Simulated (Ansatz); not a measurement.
# r2SCAN/6-31G(d) (spherical functions) run of GeSiH3ClO (SMILES Cl[SiH]1[O][GeH2]1)

Aim: the vertical singlet–triplet gap of GeSiH3ClO at r2SCAN/6-31G* (spherical functions), from 2 runs. 

The results are computed with Ansatz 0.2.0.

123 further runs of the same task are left out: 123 set aside as unsound or not needed.

### 1 The molecule

GeSiH3ClO: 7 atoms, total charge 0, spin state singlet. SMILES: `Cl[SiH]1[O][GeH2]1`. The coordinates come from a PBE0-D4/def2-TZVP relaxation.

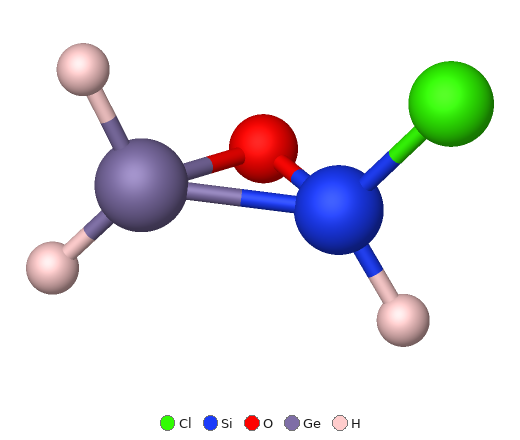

The structure, seen from a chosen angle (chlorine green, silicon blue, oxygen red, germanium purple, hydrogen pink).

### 2 A single-point energy at r2SCAN/6-31G(d) (spherical functions)

Contents of molecule.yaml:

```yaml
crystal:
  periodic: [false, false, false]
  atoms:
    - {symbol: Cl, position_ang: [0.946700, -2.488800, 0.655700]}
    - {symbol: Si, position_ang: [-0.269300, -1.038200, -0.101800]}
    - {symbol: O, position_ang: [0.399800, 0.013200, -1.157400]}
    - {symbol: Ge, position_ang: [0.044800, 1.152900, 0.326900]}
    - {symbol: H, position_ang: [-1.538000, -1.691900, -0.484400]}
    - {symbol: H, position_ang: [-0.900200, 2.274100, -0.128200]}
    - {symbol: H, position_ang: [1.377500, 1.710600, 0.843500]}
basis:
  gaussian:
    orbitals: 6-31G_st_-spherical.json
total_charge: 0
hamiltonian:
  xc: {name: r2SCAN}
accuracy: high
output: {orbitals: {seedname: orbitals}}
```

The basis set 6-31G* is read from a file made from the Basis Set Exchange's data (not shown).

The run is started by

```sh
ansatz run molecule.yaml --threads 1 --pin off --max-ram 3480MiB --events-out events.jsonl --progress --plain --runs-dir runs
```

Output:

```text
Warning: RAYON_NUM_THREADS=1 ignored (pool sized by the plan → 1); use --threads N
Functional definition: r2SCAN
  name "r2SCAN"
  parameter k0 = 0.174
  parameter k1 = 0.065
  parameter a1 = 4.9479
  exchange = r2scan_x(k0 = k0, k1 = k1, a1 = a1)
  correlation = r2scan_c
1868 factors; integrals over basis functions are off by at most 5.8e-9 eV
mean field evaluation 1: about -78997.8898 eV, gradient 5.8e1 eV
mean field evaluation 2: about -78914.2592 eV, gradient 1.8e2 eV
mean field evaluation 4: about -79003.8385 eV, gradient 9.0e0 eV
mean field evaluation 8: about -79004.0530 eV, gradient 8.1e-1 eV
mean field evaluation 16: about -79004.0545 eV, gradient 1.3e-4 eV
mean field -79004.05454876 eV, -2903.3454537953 hartree, gradient 6.9e-8 eV, S^2 0.000000; 0 other end points of the search recorded, 0 dependent functions left out
reference -79004.05454969 eV, -2903.3454538295 hartree; 37, 37 occupied and 51, 51 virtual orbitals, 1868 factors
Total energy: -79004.05454969 eV, -2903.3454538295 hartree
```

It took 16 s on 1 thread of Intel Xeon Platinum 8259CL at 2.50GHz (Skylake/Cascade Lake), shared host; peak memory 0.3 GiB.

### 3 The triplet at the same level

Contents of input.yaml:

```yaml
crystal:
  periodic: [false, false, false]
  atoms:
    - {symbol: Cl, position_ang: [0.946700, -2.488800, 0.655700]}
    - {symbol: Si, position_ang: [-0.269300, -1.038200, -0.101800]}
    - {symbol: O, position_ang: [0.399800, 0.013200, -1.157400]}
    - {symbol: Ge, position_ang: [0.044800, 1.152900, 0.326900]}
    - {symbol: H, position_ang: [-1.538000, -1.691900, -0.484400]}
    - {symbol: H, position_ang: [-0.900200, 2.274100, -0.128200]}
    - {symbol: H, position_ang: [1.377500, 1.710600, 0.843500]}
basis:
  gaussian:
    orbitals: 6-31G_st_-spherical.json
magnetization:
  spin_polarized: true
  initial_magnetization: 2
hamiltonian:
  xc: r2scan
accuracy: high
output: {orbitals: {seedname: orbitals}}
```

The basis set 6-31G* is read from a file made from the Basis Set Exchange's data (not shown).

The run is started by

```sh
ansatz run input.yaml --threads 1 --pin off --max-ram 3480MiB --events-out events.jsonl --progress --plain --runs-dir runs
```

Output (excerpt; [...] marks lines left out):

```text
Warning: RAYON_NUM_THREADS=1 ignored (pool sized by the plan → 1); use --threads N
[... 7 set-up lines as earlier in the session ...]
1868 factors; integrals over basis functions are off by at most 5.8e-9 eV
mean field evaluation 1: about -78994.3176 eV, gradient 3.9e1 eV
mean field evaluation 2: about -78919.6728 eV, gradient 1.2e2 eV
mean field evaluation 4: about -79000.3248 eV, gradient 6.8e0 eV
mean field evaluation 8: about -79000.5316 eV, gradient 2.8e-1 eV
mean field evaluation 16: about -79000.5321 eV, gradient 4.5e-4 eV
mean field evaluation 32: about -78999.5192 eV, gradient 1.8e0 eV
mean field -79000.53207964 eV, -2903.2160054430 hartree, gradient 3.2e-8 eV, S^2 2.006576; 1 other end points of the search recorded, 0 dependent functions left out
reference -79000.53208295 eV, -2903.2160055645 hartree; 38, 36 occupied and 50, 52 virtual orbitals, 1868 factors
Total energy: -79000.53208295 eV, -2903.2160055645 hartree
```

Wall time 31 s (1 thread of Intel Xeon Platinum 8259CL at 2.50GHz (Skylake/Cascade Lake), shared host); peak memory 0.47 GiB.

### 4 What came out

Level: r2SCAN/6-31G* (spherical functions).

| quantity | value |
| --- | --- |
| singlet: total energy | -2903.34545 Eh |
| singlet: HOMO energy | -6.31 eV |
| singlet: LUMO energy | -1.90 eV |
| singlet: HOMO–LUMO gap | 4.41 eV |
| triplet: total energy | -2903.21601 Eh |
| triplet: HOMO energy (highest over α and β) | -3.06 eV |
| triplet: ⟨S²⟩ | 2.007 |
| vertical energy of the triplet above the singlet | 3.522 eV |

**Reading.** At this shape the triplet lies 3.52 eV (81 kcal/mol) above the singlet.
